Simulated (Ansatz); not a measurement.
```yaml
atoms:
  - { symbol: Si, position_ang: [0.7557, 1.0261, -0.5897] }
  - { symbol: Si, position_ang: [-1.3603, -0.3347, -0.0969] }
  - { symbol: S, position_ang: [0.6046, -0.6914, 0.6866] }
```

Geometry: PBE-D4/def2-TZVP.

Computed with UKS PBE0-D4/def2-TZVP in Ansatz.

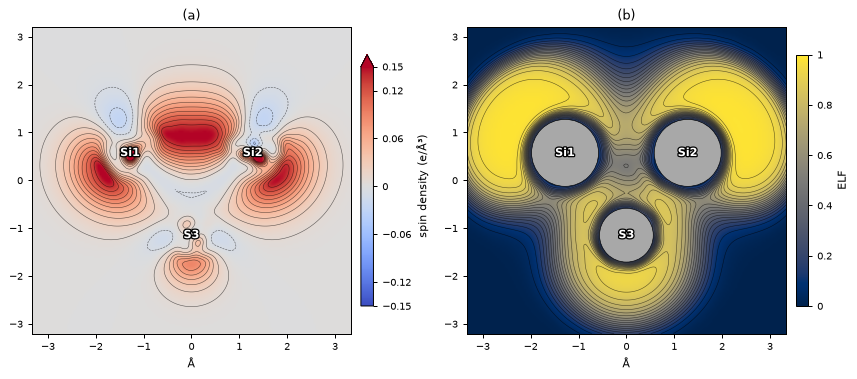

SSi2 (charge +1, doublet). (a) spin density; (b) electron localisation function on the molecular plane. Grey discs cover the atomic cores in the ELF map.

Q: What does the map show?

A: Atoms in the plane: Si and S.
Si–S (2.15 Å): the ELF peaks at about 0.85 between the atoms: a covalent bond.
The ELF also peaks beside S3, Si2 and Si1, away from the bonds: non-bonding electrons, paired or unpaired.
The unpaired spin (1 electron) lies mostly on Si1 (about 0.5), Si2 (about 0.5) and S3 (about 0.1), in electrons by Hirshfeld's partition.
